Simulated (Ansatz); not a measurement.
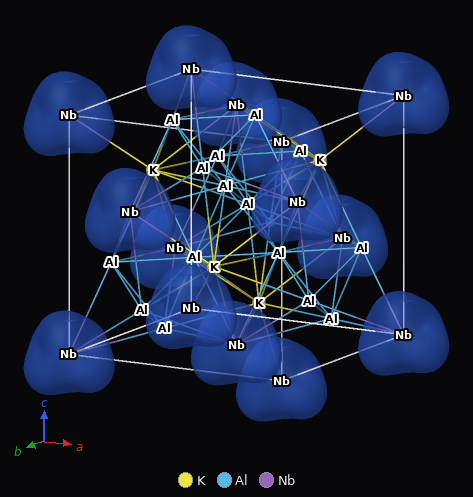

*KNbAl₄. Isosurface of the spin density at +0.04 e/Å³ (blue), seen at an oblique angle. Sticks mark near contacts.*

Space group F-43m; a structure generated by program, which may or may not match a known phase; spin-polarised.

Theory: DFT PBE, scalar-relativistic, plane waves, PAW in Ansatz.

In a PAW calculation such maps are meaningful between the atoms, not at the nuclei.

```
CELL_PARAMETERS angstrom
7.73075 0.00000 0.00000
0.00000 0.00000 -7.73075
0.00000 7.73075 0.00000
ATOMIC_POSITIONS crystal
K 0.75000 0.75000 0.25000
K 0.25000 0.75000 0.75000
K 0.25000 0.25000 0.25000
K 0.75000 0.25000 0.75000
Al 0.37430 0.87430 0.12570
Al 0.87430 0.87430 0.62570
Al 0.87430 0.37430 0.12570
Al 0.37430 0.37430 0.62570
Al 0.37430 0.62570 0.37430
Al 0.87430 0.62570 0.87430
Al 0.87430 0.12570 0.37430
Al 0.37430 0.12570 0.87430
Al 0.12570 0.87430 0.37430
Al 0.62570 0.87430 0.87430
Al 0.62570 0.37430 0.37430
Al 0.12570 0.37430 0.87430
Al 0.12570 0.62570 0.12570
Al 0.62570 0.62570 0.62570
Al 0.62570 0.12570 0.12570
Al 0.12570 0.12570 0.62570
Nb 0.50000 0.50000 0.00000
Nb 0.00000 0.50000 0.50000
Nb 0.00000 0.00000 0.00000
Nb 0.50000 0.00000 0.50000
```

Q: Where is the spin, and how is it ordered?

A: The spin density sits on Nb: +1.1 μB (×4) in one cell of 24 atoms, with smaller moments on other sites: K (up to +0.05 μB): parallel main moments, as they must be, since the calculation's own cell holds one magnetic site. The cell of the calculation (6 atoms) carries 1.6 μB of net spin moment.
